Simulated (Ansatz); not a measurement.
# CrCuO2: pressure series

Consider CrCuO$_{2}$ (space group R-3m, No. 166; ferromagnetic).

```cif
data_CrCuO2
_chemical_formula_sum 'Cu1 Cr1 O2'
_space_group_name_H-M_alt 'P 1'
_space_group_IT_number 1
_cell_length_a 5.89399
_cell_length_b 5.89399
_cell_length_c 5.89399
_cell_angle_alpha 29.124
_cell_angle_beta 29.124
_cell_angle_gamma 29.124
loop_
_space_group_symop_operation_xyz
  'x, y, z'
loop_
_atom_site_label
_atom_site_type_symbol
_atom_site_fract_x
_atom_site_fract_y
_atom_site_fract_z
_atom_site_occupancy
Cu1 Cu 0.00000 0.00000 0.00000 1
Cr1 Cr 0.50000 0.50000 0.50000 1
O1 O 0.10812 0.10812 0.10812 1
O2 O 0.89188 0.89188 0.89188 1
```

Cell and atoms are relaxed at each pressure.

Method: Ansatz (a program for electronic structure), PBEsol, PAW, cutoff 420 eV, without spin-orbit coupling.

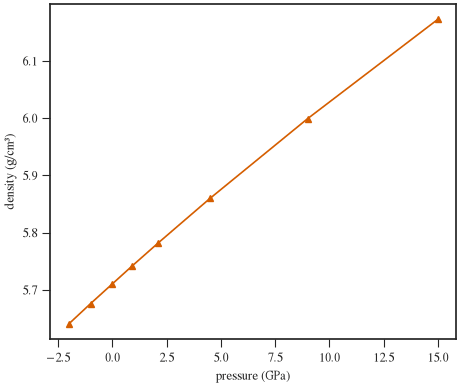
Fig. 1. Density against pressure

From the plot, what is the density for pressure 15 GPa?

About 6.17 g/cm³.

Is the trend monotonic over the range shown?

Yes, it rises throughout, spanning 5.64 g/cm³ to 6.17 g/cm³.

Load acts through the strain it causes; cell and atoms are relaxed under it. Whether these cells are dynamically stable was not tested. No other phases were tried under pressure. No Hubbard U is applied and the magnetic state is the run's own (CrCuO2 ferromagnetic); small cells can't hold the antiferromagnetic order that many such compounds have, so gaps and moments can be off.
